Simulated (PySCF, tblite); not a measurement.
**ClH2O4PSi (triplet), a small gas-phase stand-in for a defect centre: EPR parameters**

Aim: the EPR parameters of `O=P(O)(O)O[Si]Cl`. It is drawn as: twofold Si.

Computed with tblite 0.8.0 and PySCF 2.14.0; each step states its level. No surroundings beyond the atoms listed, unless a continuum is named. Atoms count from 0, parts from 1.

### 1 Starting point

9 atoms, charge 0, multiplicity 3; geometry: distance geometry start.

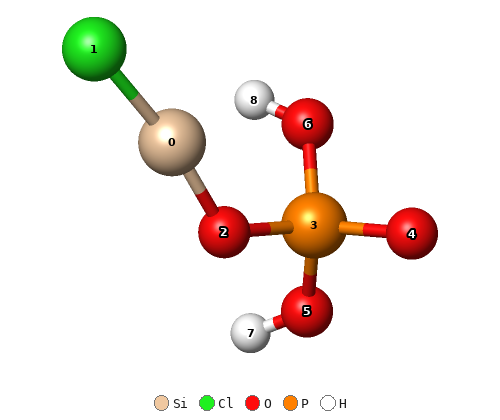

The starting geometry (silicon light orange, chlorine green, oxygen red, phosphorus orange, hydrogen white), atoms numbered.

### 2 Geometry optimisation with GFN2-xTB

The job: settings as JSON, then the geometry in Å.

```
{"job": {"kind": "relax", "xc": "GFN2-xTB", "basis": "xTB"}, "charge": 0, "multiplicity": 3}
Si    -0.867616     2.939263    -0.769106
Cl    -1.128361     5.020797    -1.146850
O     -0.704391     1.194041    -0.736800
P     -0.261106     0.213218     0.664647
O     -1.691655    -0.254266     1.481568
O      0.581619    -1.182069     0.128056
O      0.736304     1.174148     1.683657
H      1.254606    -1.190792    -0.603448
H      1.500336     1.693387     1.392243
```

Method: GFN2-xTB geometry optimisation, gas phase.

On the command line:

```bash
> OMP_NUM_THREADS=1 python cluster_run.py task.json out
```

The driver reads the jobs from task.json and runs them one after another.

Output:

```text
step      E/eV     max force
  0    -709.44106    8.083
  1    -710.87286    4.231
  2    -710.78266   14.758
  3    -711.55459    1.378
  4    -711.72910    0.992
  5    -711.79013    0.703
  6    -711.80605    0.459
  7    -711.86583    0.876
  8    -711.90462    1.173
  9    -711.94526    0.718
 10    -711.96798    0.371
 11    -711.98154    0.472
 12    -711.99859    0.662
 13    -712.00889    0.437
 14    -712.01502    0.284
 15    -712.02097    0.361
 16    -712.03597    0.936
 17    -712.06227    1.757
 18    -712.09051    1.492
 19    -712.15895    0.666
 20    -712.17742    0.762
 21    -712.23985    0.955
 22    -712.33250    0.966
 23    -712.36791    0.540
 24    -712.37651    0.327
 25    -712.38227    0.335
 26    -712.38659    0.422
 27    -712.39210    0.290
 28    -712.39786    0.195
 29    -712.40005    0.203
 30    -712.40191    0.160
 31    -712.40329    0.158
 32    -712.40503    0.142
 33    -712.40726    0.233
 34    -712.41054    0.283
 35    -712.41537    0.289
 36    -712.42217    0.277
 37    -712.43065    0.310
 38    -712.43710    0.205
 39    -712.44020    0.183
 40    -712.44458    0.238
 41    -712.44999    0.282
 42    -712.45955    0.431
 43    -712.46811    0.316
 44    -712.47439    0.369
 45    -712.48063    0.266
 46    -712.48776    0.281
 47    -712.49737    0.401
 48    -712.50925    0.663
 49    -712.51845    0.379
 50    -712.52751    0.807
 51    -712.53884    0.343
 52    -712.55186    0.242
 53    -712.57910    0.815
 54    -712.59607    0.464
 55    -712.60743    0.592
 56    -712.61230    0.420
 57    -712.62301    0.550
 58    -712.63175    0.346
 59    -712.64011    0.301
 60    -712.65079    0.307
 61    -712.65133    0.513
 62    -712.66611    0.439
 63    -712.67887    0.325
 64    -712.69341    0.890
 65    -712.69966    0.393
 66    -712.70427    0.378
 67    -712.71294    0.568
 68    -712.72179    0.275
 69    -712.73248    0.186
 70    -712.73691    0.154
 71    -712.73850    0.163
 72    -712.74042    0.246
 73    -712.74299    0.319
 74    -712.74681    0.338
 75    -712.75135    0.327
 76    -712.75599    0.374
 77    -712.75586    0.334
 78    -712.76025    0.164
 79    -712.76093    0.083
 80    -712.76142    0.042
 81    -712.76150    0.050
 82    -712.76162    0.048
 83    -712.76177    0.044
 84    -712.76204    0.039
 85    -712.76250    0.050
 86    -712.76314    0.057
 87    -712.76382    0.053
 88    -712.76430    0.044
 89    -712.76453    0.035
 90    -712.76469    0.049
 91    -712.76479    0.025
 92    -712.76484    0.026
 93    -712.76487    0.019
 94    -712.76491    0.022
 95    -712.76495    0.036
 96    -712.76504    0.053
 97    -712.76516    0.062
 98    -712.76536    0.060
 99    -712.76560    0.055
100    -712.76590    0.063
101    -712.76625    0.050
102    -712.76660    0.037
103    -712.76685    0.022
104    -712.76695    0.015
105    -712.76699    0.013
106    -712.76701    0.013
107    -712.76703    0.013
108    -712.76708    0.016
109    -712.76718    0.038
110    -712.76732    0.024
111    -712.76752    0.109
112    -712.76779    0.068
113    -712.76835    0.071
114    -712.76900    0.069
115    -712.76943    0.113
116    -712.77016    0.051
117    -712.77032    0.030
118    -712.77036    0.020
119    -712.77038    0.011
120    -712.77040    0.006
```

It took 5.4 s on 1 thread of AMD EPYC 7R43, shared host.

Step by step:

```tsv
step	energy from step 0 (eV)	largest force (eV/Å)
0	0.0000	8.0828
5	-2.3491	0.7031
10	-2.5269	0.3715
15	-2.5799	0.3608
20	-2.7364	0.7623
25	-2.9412	0.3355
30	-2.9609	0.1598
35	-2.9743	0.2897
40	-3.0035	0.2380
45	-3.0396	0.2654
50	-3.0865	0.8068
55	-3.1664	0.5913
60	-3.2097	0.3070
65	-3.2586	0.3932
70	-3.2958	0.1532
75	-3.3103	0.3270
80	-3.3204	0.0424
85	-3.3214	0.0503
90	-3.3236	0.0489
95	-3.3239	0.0360
100	-3.3248	0.0632
105	-3.3259	0.0124
110	-3.3263	0.0239
115	-3.3284	0.1131
120	-3.3293	0.0063
```

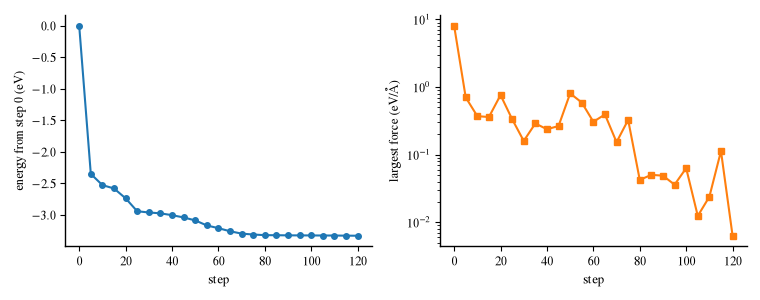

Energy and largest force along the relaxation.

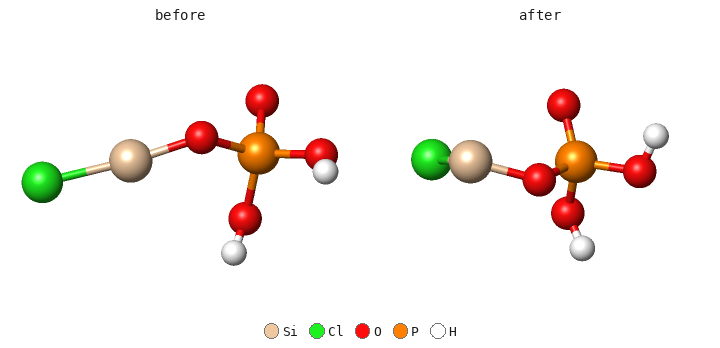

Before and after, at one scale.

Close pairs (by a distance rule), those that changed most:

```tsv
bond	before (Å)	after (Å)	change (Å)
P3–O4	1.712	1.452	-0.260
O2–P3	1.767	1.597	-0.170
P3–O6	1.719	1.579	-0.140
P3–O5	1.716	1.594	-0.122
Si0–Cl1	2.132	2.028	-0.104
Si0–O2	1.753	1.662	-0.091
O5–H7	0.994	0.955	-0.039
O6–H8	0.969	0.957	-0.011
```

### 3 Relaxing the molecule at PBE0-D3(BJ)/def2-SVP

The job: settings as JSON, then the geometry in Å.

```
{"job": {"xc": "PBE0", "basis": "def2-SVP", "d3": "d3bj", "grid": 2, "kind": "geom", "shake": 0.01}, "charge": 0, "multiplicity": 3}
Si    -0.514472     1.669542    -1.587882
Cl    -1.491572     2.648613    -0.081352
O      0.369861     0.401783    -1.109695
P     -0.053281    -0.448806     0.157504
O     -1.522316    -0.670646     0.248443
O      0.810740    -1.753162     0.014199
O      0.585289     0.292626     1.385995
H      0.329615    -2.455112    -0.398191
H      1.530385     0.292014     1.362430
```

Output:

```text
step   0  E = -1391.91789203  max force = 0.061046
step   1  E = -1391.92767769  max force = 0.011930
step   2  E = -1391.92956225  max force = 0.003516
step   3  E = -1391.93109243  max force = 0.006626
step   4  E = -1391.93174886  max force = 0.005227
step   5  E = -1391.93202967  max force = 0.003327
step   6  E = -1391.93216624  max force = 0.001942
step   7  E = -1391.93223057  max force = 0.002234
step   8  E = -1391.93228841  max force = 0.001587
step   9  E = -1391.93234167  max force = 0.000764
step  10  E = -1391.93237450  max force = 0.001199
step  11  E = -1391.93241357  max force = 0.001936
step  12  E = -1391.93245370  max force = 0.001578
step  13  E = -1391.93250242  max force = 0.000991
step  14  E = -1391.93252472  max force = 0.000385
step  15  E = -1391.93252590  max force = 0.000455
step  16  E = -1391.93252525  max force = 0.000365
optimisation converged
```

Wall time 4 min (1 thread of AMD EPYC 7R43, shared host); peak memory 0.62 GiB.

The steps of the relaxation:

```tsv
step	energy from step 0 (eV)	largest force component (eV/Å)
0	0.0000	3.1391
1	-0.2663	0.6135
2	-0.3176	0.1808
3	-0.3592	0.3407
4	-0.3771	0.2688
5	-0.3847	0.1711
6	-0.3884	0.0999
7	-0.3902	0.1149
8	-0.3917	0.0816
9	-0.3932	0.0393
10	-0.3941	0.0617
11	-0.3952	0.0996
12	-0.3962	0.0811
13	-0.3976	0.0510
14	-0.3982	0.0198
15	-0.3982	0.0234
16	-0.3982	0.0188
```

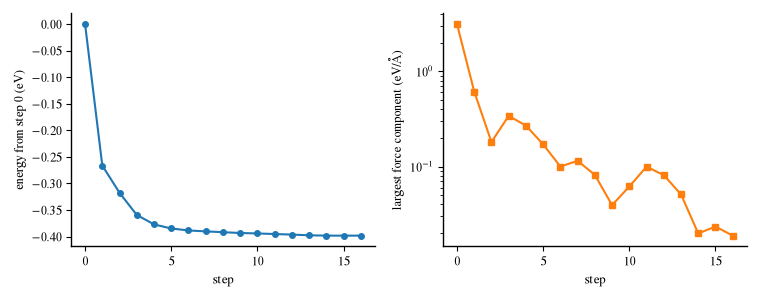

Energy and largest force along the relaxation.

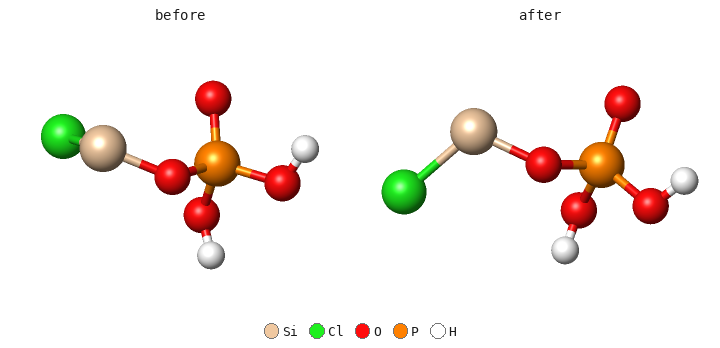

Before and after, at one scale.

Distances of close pairs at the start and the end, largest changes first:

```tsv
bond	before (Å)	after (Å)	change (Å)
Si0–O2	1.618	1.687	+0.069
O2–P3	1.584	1.626	+0.043
P3–O5	1.571	1.605	+0.034
P3–O6	1.571	1.598	+0.028
Si0–Cl1	2.045	2.068	+0.023
P3–O4	1.488	1.468	-0.021
O6–H8	0.945	0.966	+0.021
O5–H7	0.946	0.966	+0.020
```

The next job starts from the end point, and lists it.

```tsv
at the end point	value
point group (found at 0.08 Å tolerance)	C1
rotational constants (GHz, main isotopes)	3.423, 0.794, 0.754
dipole moment (D)	2.46
⟨S²⟩	2.002
```

### 4 g tensor and hyperfine couplings: B3LYP/IGLO-III+pcH-1

The job: settings as JSON, then the geometry in Å.

```
{"job": {"kind": "epr"}, "charge": 0, "multiplicity": 3}
Si    -1.188946     1.631884    -1.258249
Cl    -0.473433     3.482755    -0.674508
O     -0.126370     0.345943    -1.004015
P     -0.165428    -0.721783     0.222267
O     -1.430842    -1.444530     0.397842
O      1.133840    -1.602140    -0.112792
O      0.289895     0.147969     1.483731
H      0.882394    -2.482994    -0.419429
H      1.123142     0.619797     1.356573
```

Level: UKS B3LYP, IGLO-III on Cl O P Si, pcH-1 on H, non-relativistic, mean-field spin-orbit, GIAO.

Output:

```text
UKS, coarse grid
  cycle   1  E = -1393.09505471  |g| = 1.04e+00
  cycle   2  E = -1391.77901038  |g| = 1.94e+00
  cycle   3  E = -1393.37281897  |g| = 4.66e-01
  cycle   4  E = -1393.45574243  |g| = 1.11e-01
  cycle   5  E = -1393.46073329  |g| = 6.88e-02
  cycle   6  E = -1393.46241246  |g| = 2.35e-02
  cycle   7  E = -1393.46257545  |g| = 1.11e-02
  cycle   8  E = -1393.46262147  |g| = 2.03e-03
  cycle   9  E = -1393.46262254  |g| = 8.88e-04
UKS, final grid
  cycle   1  E = -1393.46260751  |g| = 1.23e-03
  cycle   2  E = -1393.46260626  |g| = 2.25e-03
  cycle   3  E = -1393.46260806  |g| = 2.89e-04
  cycle   4  E = -1393.46260810  |g| = 5.88e-05
  cycle   5  E = -1393.46260810  |g| = 3.59e-05
  cycle   6  E = -1393.46260810  |g| = 1.29e-05
E = -1393.46260810 Eh   <S^2> = 2.0024 (exact 2.0000)
g shifts (ppm)      1          2          3
  rmc          -195       -195       -195
  gc             40         59         25
  oz_so       -3825        818       1668
  total       -3980        682       1498
hyperfine (MHz)  atom isotope    a_iso     a_fc   dipolar eigenvalues
    0  29Si    -883.69    -885.34    -90.02     13.21     76.81
    1  35Cl      18.43      17.81    -25.10     -2.44     27.54
    2   17O     -38.16     -38.04    -15.76      3.31     12.45
    3   31P      43.57      43.67     -4.25     -2.98      7.24
    4   17O      -0.49      -0.49     -0.50      0.21      0.29
    5   17O      -1.85      -1.85     -1.15      0.55      0.60
    6   17O      -0.09      -0.09     -0.83      0.21      0.62
    7    1H       0.30       0.30     -0.90     -0.59      1.49
    8    1H      -0.07      -0.07     -1.22     -1.06      2.28
zero-field splitting (cm-1)  D = -0.6903  E = -0.0507  (spin-spin -0.2168, spin-orbit -0.8424)
```

Wall time 1.9 min (1 thread of AMD EPYC 7R43, shared host); peak memory 1 GiB.

Principal g values 1.99834, 2.00300, 2.00382; g(iso) = 2.00172, against 2.00232 for a free electron.

Hyperfine couplings, nucleus by nucleus at this fixed geometry (no averaging over rotations):

```tsv
nuclei	isotope	a(iso) (MHz)	a(iso) (G, at g = 2.0023)	largest dipolar term (MHz)
Si0	29Si	-883.7	-315.3	-90.0
P3	31P	43.6	15.5	7.2
O2	17O	-38.2	-13.6	-15.8
Cl1	35Cl	18.4	6.6	27.5
O5	17O	-1.9	-0.7	-1.1
O4	17O	-0.5	-0.2	-0.5
H7	1H	0.3	0.1	1.5
O6	17O	-0.1	0.0	-0.8
H8	1H	-0.1	0.0	2.3
```

Zero-field splitting: D = -0.690 cm⁻¹ (spin-spin -0.217, spin-orbit -0.842), E = -0.051 cm⁻¹.

The parts don't add up to D because each tensor has axes of its own, and they are summed before the axes are found.

Mulliken spin populations:

```tsv
atom	value (e)
Si0	1.71
Cl1	0.22
O2	0.06
P3	0.01
O4	0.00
O5	0.00
O6	0.00
H7	0.00
H8	0.00
```

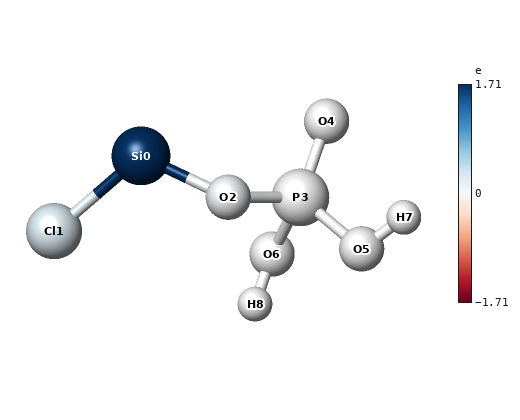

Mulliken spin populations, as colours on the atoms.

### 5 EPR parameters: BHandHLYP/IGLO-III+pcH-1

Same as in step 4 but for these lines:

```diff
@@ -1,2 +1,2 @@
-{"job": {"kind": "epr"}, "charge": 0, "multiplicity": 3}
+{"job": {"kind": "epr", "xc": "BHandHLYP"}, "charge": 0, "multiplicity": 3}
 Si    -1.188946     1.631884    -1.258249
```

With the program's defaults for keys left out, this is: UKS BHandHLYP, IGLO-III on Cl O P Si, pcH-1 on H, non-relativistic, mean-field spin-orbit, GIAO.

Output:

```text
UKS, coarse grid
  cycle   1  E = -1392.99009314  |g| = 8.71e-01
  cycle   2  E = -1392.89056709  |g| = 1.05e+00
  cycle   3  E = -1393.25789063  |g| = 1.14e-01
  cycle   4  E = -1393.26183423  |g| = 5.58e-02
  cycle   5  E = -1393.26302723  |g| = 8.72e-03
  cycle   6  E = -1393.26309401  |g| = 5.63e-03
  cycle   7  E = -1393.26311320  |g| = 1.97e-03
  cycle   8  E = -1393.26311824  |g| = 7.28e-04
UKS, final grid
  cycle   1  E = -1393.26310946  |g| = 5.30e-04
  cycle   2  E = -1393.26310962  |g| = 5.57e-04
  cycle   3  E = -1393.26310974  |g| = 1.29e-04
  cycle   4  E = -1393.26310977  |g| = 9.96e-05
  cycle   5  E = -1393.26310978  |g| = 1.63e-05
E = -1393.26310978 Eh   <S^2> = 2.0041 (exact 2.0000)
g shifts (ppm)      1          2          3
  rmc          -196       -196       -196
  gc             40         58         26
  oz_so       -3546        422       1415
  total       -3701        284       1246
hyperfine (MHz)  atom isotope    a_iso     a_fc   dipolar eigenvalues
    0  29Si    -933.11    -934.71    -92.77     12.53     80.24
    1  35Cl      22.25      21.74    -24.25     -2.72     26.97
    2   17O     -42.74     -42.64    -14.99      3.04     11.95
    3   31P      37.31      37.39     -3.95     -2.73      6.68
    4   17O      -0.44      -0.43     -0.52      0.25      0.27
    5   17O      -1.53      -1.53     -0.91      0.44      0.47
    6   17O      -0.10      -0.10     -0.62      0.10      0.52
    7    1H       0.22       0.22     -0.84     -0.61      1.45
    8    1H      -0.09      -0.09     -1.19     -1.08      2.27
zero-field splitting (cm-1)  D = -0.2943  E = -0.0649  (spin-spin -0.2316, spin-orbit -0.4471)
```

Wall time 2 min (1 thread of AMD EPYC 7R43, shared host); peak memory 1.1 GiB.

In short: g(iso) 2.00160.

### 6 Comparing the runs: EPR parameters

g, ⟨S²⟩ and isotropic hyperfine couplings (MHz), with basis size and wall time:

```tsv
run	g(iso)	⟨S²⟩	29Si Si0	31P P3	17O O2	35Cl Cl1	17O O5	functions	time
B3LYP/IGLO-III+pcH-1	2.00172	2.002	-883.7	43.6	-38.2	18.4	-1.9	292	1.9 min
BHandHLYP/IGLO-III+pcH-1	2.00160	2.004	-933.1	37.3	-42.7	22.2	-1.5	292	2 min
```

### 7 Outcome

| quantity | value |
| --- | --- |
| point group | C1 |
| rotational constants (main isotopes) | 3.42, 0.79, 0.75 GHz |
| D, E (B3LYP) | -0.690, -0.051 cm⁻¹ |
| g(iso) (B3LYP) | 2.00172 |
| ⟨S²⟩ | 2.002 (exact 2.00) |
| largest a(iso) | 29Si on Si0, -883.7 MHz |

What this shows: The start of the PBE0/def2-SVP relaxation was shaken at random by about 0.01 Å, so part of the energy gained, and of the first lengths quoted, undoes that. Over 16 steps the energy fell by 0.398 eV; of the close pairs, Si0–O2 changed most, 1.618 to 1.687 Å (PBE0/def2-SVP). Si0 carries the largest spin population, 1.71 e. The isotropic g lies 0.6 ppt below the free-electron value. The coupling of 29Si on Si0 runs from -933.1 (BHandHLYP/IGLO-III+pcH-1) to -883.7 MHz (B3LYP/IGLO-III+pcH-1). The triplet was assumed; the singlet may lie lower.
